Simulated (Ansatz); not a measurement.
Input file:

```
crystal:
  periodic: [false, false, false]
  atoms:
    - {symbol: C, position_ang: [-0.235045, -1.958813, -0.037210]}
    - {symbol: C, position_ang: [-0.347227, -0.510330, 0.273488]}
    - {symbol: C, position_ang: [0.378848, 0.439850, -0.294911]}
    - {symbol: C, position_ang: [0.245059, 1.883865, 0.036436]}
    - {symbol: F, position_ang: [1.404409, 2.388535, 0.492560]}
    - {symbol: F, position_ang: [-0.081010, 2.604828, -1.050156]}
    - {symbol: F, position_ang: [-0.684742, 2.127984, 0.965975]}
    - {symbol: H, position_ang: [0.522753, -2.155006, -0.796749]}
    - {symbol: H, position_ang: [-1.193095, -2.350648, -0.391781]}
    - {symbol: H, position_ang: [0.019431, -2.525916, 0.863216]}
    - {symbol: H, position_ang: [-1.080860, -0.223082, 1.022126]}
    - {symbol: H, position_ang: [1.128478, 0.223333, -1.049096]}
basis:
  gaussian: {orbitals: def2-TZVPP}
hamiltonian: {xc: pbe0, dispersion: d4}
output: {orbitals: {seedname: orbitals}}
```

Launched as:

```sh
ansatz run in.yaml --threads 4 --pin off --events-out ev --progress --plain --max-ram 11315MiB
```

Geometry: PBE0-D4/def2-TZVP.

Level of theory: Ansatz 0.2.0, RKS PBE0-D4/def2-TZVPP.

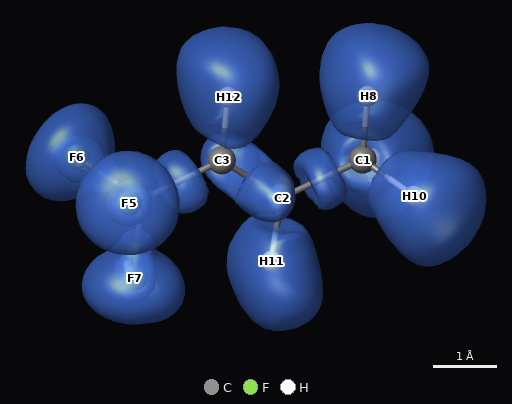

C₄H₅F₃ (SMILES CC=CC(F)(F)F). Isosurface of the ELF at 0.75 (blue), seen at a tilt. Only the valence region is drawn (cores and ρ < 0.01 e/Å³ removed).

### Describe the localisation domains.

The ELF exceeds this value in three regions between bonded C–C atoms (shared pairs), five regions around hydrogen nuclei and three regions on F in which the atom's valence shell and bonds are merged.

Values along the shortest contacts:
C–C (1.32 Å): the ELF peaks at about 0.90 between the atoms: a short, multiple covalent bond. C–F (1.34 Å): the ELF peaks at about 0.85 between the atoms; a shared but strongly polarised pair.
